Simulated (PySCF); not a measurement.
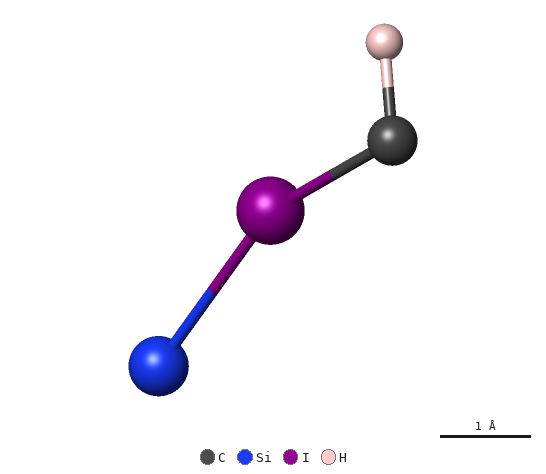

The picture comes from a calculation with PySCF.

The picture shows a molecular structure as a ball-and-stick model. Every bond is drawn as one stick, whatever its order.

Description:

Formula CHISi. All atoms lie on one plane. Coordination: 1 C bent; 1 I bent.
